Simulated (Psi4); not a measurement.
**GaNH3 (SMILES [NH2][GaH]) at UB2PLYP/def2-TZVP (density fitting for correlation)**

What is the vertical ionisation energy of GaNH3 at UB2PLYP/def2-TZVP (density fitting for correlation)? Input form: a Python script.

The results are computed with Psi4 1.11.

**1. The molecule**

The species is GaNH3 (5 atoms), meant as a doublet with charge 0. SMILES: `[NH2][GaH]`. The coordinates come from a PBE0-D4/def2-TZVP relaxation. This is one conformer, not always the lowest.

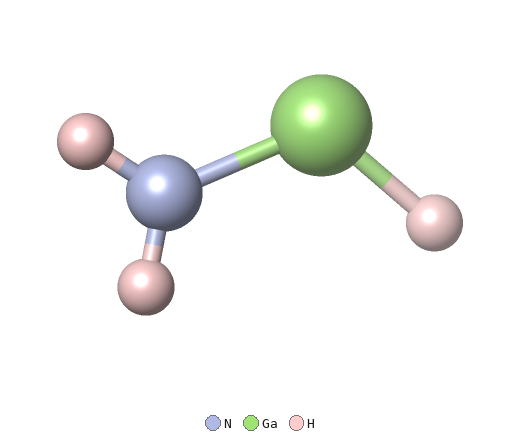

The structure, seen from a chosen angle (nitrogen light blue, gallium green, hydrogen pink).

**2. A single-point energy at UB2PLYP/def2-TZVP (density fitting for correlation)**

The input, gah3n.xyz:

```xyz
5
GaH3N
N     -0.211900    -0.684000     0.064700
Ga     0.815500     0.782900     0.417000
H     -0.946800    -0.701300    -0.625100
H     -0.115200    -1.569300     0.532000
H      0.508200     2.097900    -0.430100
```

The input, gah3n.py:

```python
import psi4

psi4.set_memory('2200 MB')
psi4.set_num_threads(1)
psi4.set_output_file('psi4.out', False)

with open('gah3n.xyz') as f:
    atoms = ''.join(f.readlines()[2:])
molecule = psi4.geometry('0 2\n' + atoms + 'symmetry c1\nno_reorient\nno_com')

psi4.set_options({
    'reference': 'uks',
    'puream': True,
    'e_convergence': 1e-09,
    'd_convergence': 1e-08,
    'scf_type': 'pk',
    'dft_radial_points': 99,
    'dft_spherical_points': 590,
    'num_frozen_docc': 10,
    'maxiter': 100,
})

result = psi4.energy("b2plyp/def2-TZVP")
print('E =', round(result, 9))
for k, v in sorted(psi4.core.scalar_variables().items()):
    print(f'{k:45s} {v:18.10f}')
```

Run with:

```sh
$ python gah3n.py
```

psi4.out:

```text
[...]
  Running in c1 symmetry.
[...]
  Nuclear repulsion =   95.419926874908640
[...]
  Multiplicity = 2
[...]
  Nalpha       = 21
  Nbeta        = 20
[...]
    Number of basis functions: 97
[...]
   @UKS iter   1: -1979.01748468337905   -2.13446e+00   3.24192e-02 DIIS/ADIIS
[...]
   @UKS iter  14: -1980.85112970702221   -2.93312e-11   9.57782e-09 DIIS
[...]
   @S^2 Observed:                7.548259768E-01
[...]
    Orbital Energies [Eh]
    ---------------------
    Alpha Occupied:
       1A   -375.162822     2A    -46.837829     3A    -41.413599
       4A    -41.412336     5A    -41.410157     6A    -14.809182
       7A     -5.857454     8A     -4.064000     9A     -4.060459
      10A     -4.055402    11A     -0.991159    12A     -0.973430
      13A     -0.972527    14A     -0.969641    15A     -0.966989
      16A     -0.921214    17A     -0.546723    18A     -0.519846
      19A     -0.398652    20A     -0.314688    21A     -0.239490
    Alpha Virtual:
      22A      0.001863    23A      0.058860    24A      0.116241
      25A      0.137995    26A      0.146576    27A      0.215667
[...]
  @UKS Final Energy: -1980.85112970702221
   => Energetics <=
    Nuclear Repulsion Energy =             95.4199268749086400
    One-Electron Energy =               -2951.1086003802201958
    Two-Electron Energy =                 914.4060456063290303
    DFT Exchange-Correlation Energy =     -39.5685018080394428
    Empirical Dispersion Energy =           0.0000000000000000
    VV10 Nonlocal Energy =                  0.0000000000000000
    Total Energy =                      -1980.8511297070222099
[...]
 Multipole Moments:
 ------------------------------------------------------------------------------------
     Multipole            Electronic (a.u.)      Nuclear  (a.u.)        Total (a.u.)
 ------------------------------------------------------------------------------------
 L = 1.  Multiply by 2.5417464519 to convert [e a0] to [Debye]
 Dipole X            :        -44.0514208           43.9236602           -0.1277606
 Dipole Y            :        -36.8151841           36.4890997           -0.3260844
 Dipole Z            :        -24.2788809           24.2956419            0.0167610
 Magnitude           :                                                    0.3506205
[...]
```

On the terminal:

```text
E = -1980.990834829
B2PLYP DOUBLE-HYBRID CORRECTION ENERGY             -0.1397051224
B2PLYP TOTAL ENERGY                             -1980.9908348294
CURRENT ENERGY                                  -1980.9908348294
CURRENT REFERENCE ENERGY                        -1980.8511297070
DD SOLVATION ENERGY                                 0.0000000000
DFT FUNCTIONAL TOTAL ENERGY                     -1980.8511297070
DFT TOTAL ENERGY                                -1980.9908348294
DFT VV10 ENERGY                                     0.0000000000
DFT XC ENERGY                                     -39.5685018080
DOUBLE-HYBRID CORRECTION ENERGY                    -0.1397051224
GRID ELECTRONS ALPHA                               20.9999999883
GRID ELECTRONS BETA                                20.0000000077
GRID ELECTRONS TOTAL                               40.9999999959
NUCLEAR REPULSION ENERGY                           95.4199268749
ONE-ELECTRON ENERGY                             -2951.1086003802
PCM POLARIZATION ENERGY                             0.0000000000
PE ENERGY                                           0.0000000000
SCF ITERATION ENERGY                            -1980.8511297070
SCF ITERATIONS                                     14.0000000000
SCF TOTAL ENERGY                                -1980.8511297070
TWO-ELECTRON ENERGY                               914.4060456063
XC GRID RADIAL POINTS                              99.0000000000
XC GRID SPHERICAL POINTS                          590.0000000000
XC GRID TOTAL POINTS                           279239.0000000000
```

Run time: 21 s. Hardware: 1 thread of AMD EPYC 7R43 (Zen 3), shared host; peak memory 1.1 GiB.

**3. The singlet cation, same level**

gah3n.xyz is that of step 2.

The input, gah3n.py:

```python
import psi4

psi4.set_memory('2200 MB')
psi4.set_num_threads(1)
psi4.core.set_output_file('run.log', False)

with open('gah3n.xyz') as f:
    atoms = ''.join(f.readlines()[2:])
m = psi4.geometry('1 1\n' + atoms + 'symmetry c1')

psi4.set_options({
    'puream': True,
    'e_convergence': 1e-09,
    'd_convergence': 1e-08,
    'scf_type': 'pk',
    'dft_radial_points': 99,
    'dft_spherical_points': 590,
    'num_frozen_docc': 10,
})

e_tot = psi4.energy('b2plyp/def2-TZVP', molecule=m)
print(f'b2plyp/def2-TZVP energy: {e_tot:.10f} Eh')
```

Run with:

```sh
$ python gah3n.py
```

run.log:

```text
[...]
  Running in c1 symmetry.
[...]
  Nuclear repulsion =   95.419926874908640
[...]
  Multiplicity = 1
[...]
  Nalpha       = 20
  Nbeta        = 20
[...]
    Number of basis functions: 97
[...]
   @RKS iter   1: -1978.97631363706478   -2.09329e+00   3.12355e-02 DIIS/ADIIS
[...]
   @RKS iter  12: -1980.56236523872781   -1.09139e-11   4.79994e-09 DIIS
[...]
    Orbital Energies [Eh]
    ---------------------
    Doubly Occupied:
       1A   -375.472674     2A    -47.145428     3A    -41.721379
       4A    -41.721061     5A    -41.717190     6A    -15.041586
       7A     -6.163886     8A     -4.369718     9A     -4.369144
      10A     -4.360127    11A     -1.283223    12A     -1.281019
      13A     -1.280838    14A     -1.272332    15A     -1.271805
      16A     -1.152838    17A     -0.763737    18A     -0.752206
      19A     -0.632437    20A     -0.536864
[...]
  @RKS Final Energy: -1980.56236523872781
   => Energetics <=
    Nuclear Repulsion Energy =             95.4199268749086400
    One-Electron Energy =               -2939.4753083509122007
    Two-Electron Energy =                 902.9276220366533607
    DFT Exchange-Correlation Energy =     -39.4346057993775503
    Empirical Dispersion Energy =           0.0000000000000000
    VV10 Nonlocal Energy =                  0.0000000000000000
    Total Energy =                      -1980.5623652387280345
[...]
 Multipole Moments:
 ------------------------------------------------------------------------------------
     Multipole            Electronic (a.u.)      Nuclear  (a.u.)        Total (a.u.)
 ------------------------------------------------------------------------------------
 L = 1.  Multiply by 2.5417464519 to convert [e a0] to [Debye]
 Dipole X            :          3.9730880           -3.5661113            0.4069767
 Dipole Y            :          3.4013530           -3.3622894            0.0390636
 Dipole Z            :          2.3233994           -1.9542468            0.3691526
 Magnitude           :                                                    0.5508445
[...]
```

On the terminal:

```text
b2plyp/def2-TZVP energy: -1980.7005589331 Eh
```

Run time: 12 s. Hardware: 1 thread of AMD EPYC 7R43 (Zen 3), shared host; peak memory 1.1 GiB.

**4. Outcome**

Level: UB2PLYP/def2-TZVP (density fitting for correlation), 10 core orbitals frozen.

```
                                                               quantity           value
                                            doublet GaNH3: total energy  -1980.99083 Eh
doublet GaNH3: HOMO energy (SCF part's orbitals) (highest over α and β)        -6.52 eV
 doublet GaNH3: LUMO energy (SCF part's orbitals) (lowest over α and β)        -1.16 eV
                                                    doublet GaNH3: ⟨S²⟩           0.755
                                           singlet cation: total energy  -1980.70056 Eh
                      singlet cation: HOMO energy (SCF part's orbitals)       -14.61 eV
                      singlet cation: LUMO energy (SCF part's orbitals)        -9.14 eV
                    singlet cation: HOMO–LUMO gap (SCF part's orbitals)         5.47 eV
                     vertical ionisation energy (to the singlet cation)        7.899 eV
```

**Reading.** The vertical ionisation energy comes to 7.90 eV (182 kcal/mol). Only the singlet of the ionised species was computed; a triplet could lie lower.
